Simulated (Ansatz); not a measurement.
## Electronic structure of H2S···AsH3 (SMILES S.[AsH3]) in real space

The calculation's input:

```
crystal:
  periodic: [false, false, false]
  atoms:
    - {symbol: S, position_ang: [-0.629177, -0.286760, -2.282490]}
    - {symbol: H, position_ang: [-0.463053, 1.019956, -2.027745]}
    - {symbol: H, position_ang: [0.693113, -0.487206, -2.387677]}
    - {symbol: As, position_ang: [0.252329, 0.440204, 1.322725]}
    - {symbol: H, position_ang: [0.836440, -0.946691, 1.108885]}
    - {symbol: H, position_ang: [0.471092, 0.366865, 2.829368]}
    - {symbol: H, position_ang: [-1.160644, -0.106368, 1.436933]}
basis:
  gaussian: {orbitals: "def2-TZVPPD.json"}
hamiltonian: {xc: pbe0, dispersion: d4}
output: {orbitals: {seedname: orbitals}}
```

Run with:

```sh
ansatz run in.yaml --threads 2 --pin off --events-out ev --progress --plain --max-ram 5222MiB
```

Geometry: PBE0-D4/def2-TZVP.

Theory: Ansatz, RKS PBE0-D4/def2-TZVPPD.

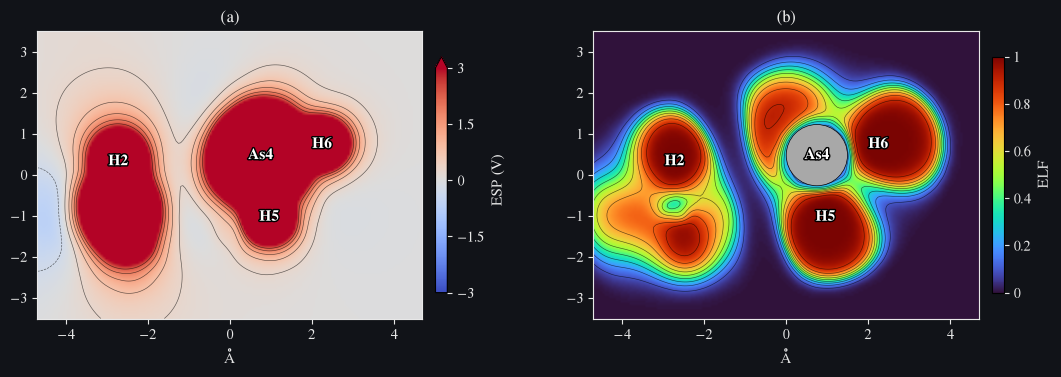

Figure 1. (a) electrostatic potential; (b) ELF on the plane of atoms H5, As4 and H6. Grey discs cover the atomic cores in the ELF map.

Question: Interpret the plot.

Answer:
- The plane passes through H and As nuclei.
- As–H (1.52 Å): the ELF climbs to about 1 towards the hydrogen, as it does in any bond to H.
- The ELF also peaks beside As4, away from the bonds: lone-pair regions.
- Outside the dense part of the complex the potential is most negative (−0.7 V) near S1, which lies off the plane.

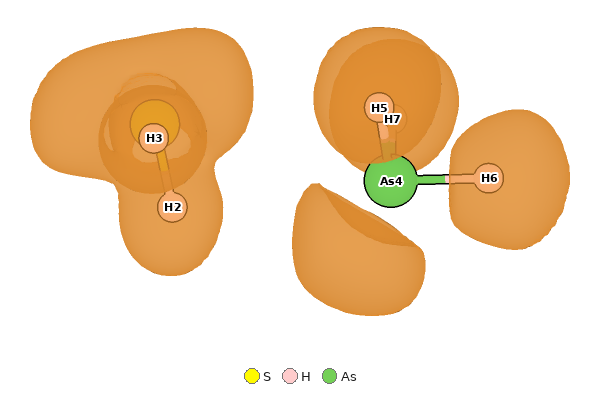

Figure 2. Isosurface of the ELF at 0.75 (orange), seen from one side. Only the valence region is drawn (cores and ρ < 0.01 e/Å³ removed).

Question: What do the ELF domains correspond to?

Answer: At this value the surface marks out three regions around hydrogen nuclei, one lobe on As, pointing away from the bonds (lone pairs) and one joined region spread over several atoms (H, S), in which their bonds and any lone pairs are merged.


As4···S1 (3.78 Å): the ELF dips to about 0.05 between them (a non-bonded, intermolecular contact). S–H (1.34 Å): the ELF climbs to about 1 towards the hydrogen.

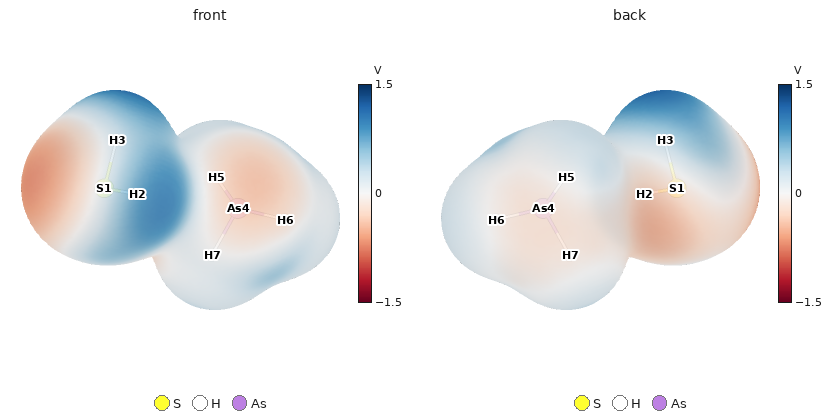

Figure 3. The molecular electrostatic potential painted on the density surface at 0.001 e/bohr³, seen from the front and from behind; the colour scale runs from red (negative) to blue (positive).

Question: Which sites attract a positive test charge, and which a negative one?

Answer: A positive charge is drawn to the negative regions and a negative charge to the positive ones. The most negative region (about −0.7 V) lies over S1, the most positive (about +1.1 V) over H3.

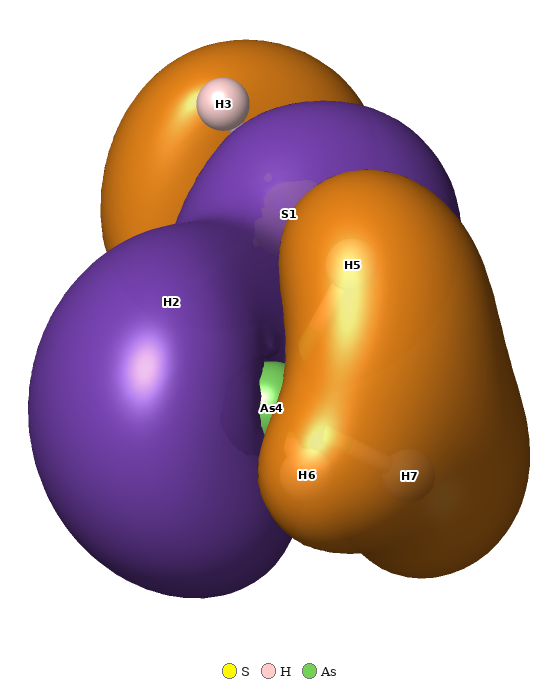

Figure 4. The HOMO−1 at ±0.06 Å⁻³ᐟ² (orange and purple are the two phases), seen at an oblique angle.

Question: What is the character of this orbital?

Answer: Its weight (Hirshfeld) is mainly on As4 (about 55 %) and S1 (about 30 %). Its energy is −7.88 eV.
